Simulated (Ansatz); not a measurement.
**Run report: Cu$_{2}$I$_{2}$, single-point calculation**

Cu$_{2}$I$_{2}$ ((CuI)2 ring), computed with RHF, rpa/def2-SVPD (Ansatz 0.2.0).

Some settings of this run were made unusual or wrong on purpose. The geometry comes from this level: PBE0-D4/def2-SVP.

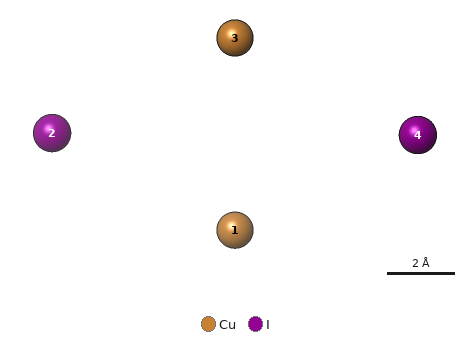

**Figure 1.** The structure (ball-and-stick view, seen on its broad side; atoms are numbered from 1 in the order of the input).

**Input**
```yaml
crystal:
  periodic: [false, false, false]
  atoms:
    - {symbol: Cu, position_ang: [1.782264, -1.200237, -1.982629]}
    - {symbol: I, position_ang: [-4.394775, -1.641523, -2.956808]}
    - {symbol: Cu, position_ang: [-1.782253, 1.200255, 1.982594]}
    - {symbol: I, position_ang: [4.394764, 1.641505, 2.956843]}
basis:
  gaussian: {orbitals: def2-SVPD}
hamiltonian: {xc: {name: HF}}
correlation: {method: rpa}
```

Run on 4 threads of Arm Neoverse V2, 23 GiB of memory available, shared host.

Launch command:
```bash
ansatz run in.yaml --threads 4 --pin off --events-out ev --progress --plain --max-ram 3916MiB
```

**Log**
```
Functional definition: HF
  name "HF"
  cite "Fock, Z. Phys. 61, 126 (1930) doi:10.1007/BF01340294"
  parent pbe
  exchange = exact_x
  correlation = 0
1612 factors; integrals over basis functions are off by at most 8.5e-4 eV
mean field evaluation 1: about -105317.9356 eV, gradient 6.3e1 eV
mean field evaluation 2: about -105317.9356 eV, gradient 6.3e1 eV
mean field evaluation 4: about -105324.4557 eV, gradient 3.3e0 eV
mean field evaluation 8: about -105324.5275 eV, gradient 3.3e-1 eV
mean field evaluation 16: about -105324.5308 eV, gradient 2.0e-6 eV
mean field evaluation 32: about -105324.5303 eV, gradient 1.4e-1 eV
mean field -105324.53083615 eV, -3870.6051166974 hartree, gradient 2.0e-6 eV, S^2 0.000000; 6 other end points of the search recorded, 0 dependent functions left out; unrestricted orbitals would lower it
mean field evaluation 64: about -105324.6271 eV, gradient 5.8e0 eV
unrestricted determinant -105326.54183409 eV, -3870.6790195084 hartree, S^2 2.0117
18 core orbitals not correlated: weight in the atoms' cores, before any rotation towards them, 1.000 or more for the frozen orbitals, at most 0.000 for the correlated occupied ones
reference -105324.53083615 eV, -3870.6051166974 hartree; 36, 36 occupied and 84, 84 virtual orbitals, 1612 factors
Total energy: -105349.82523387 eV, -3871.5346686686 hartree
```

**Outcome**

```json
{"quantity": "outcome", "value": "converged"}
{"quantity": "total energy", "value": "−105349.8252 eV"}
{"quantity": "mean-field energy", "value": "−105324.5308 eV"}
{"quantity": "SCF solution under orbital rotations", "value": "stable within restricted orbitals"}
{"quantity": "wall time", "value": "20 s (CPU time 71 s)"}
{"quantity": "peak memory", "value": "0.88 GiB"}
```

**Diagnosis**

This input holds a deliberate fault: apart. The program still converged, but the numbers can't be taken as results for the intended system.
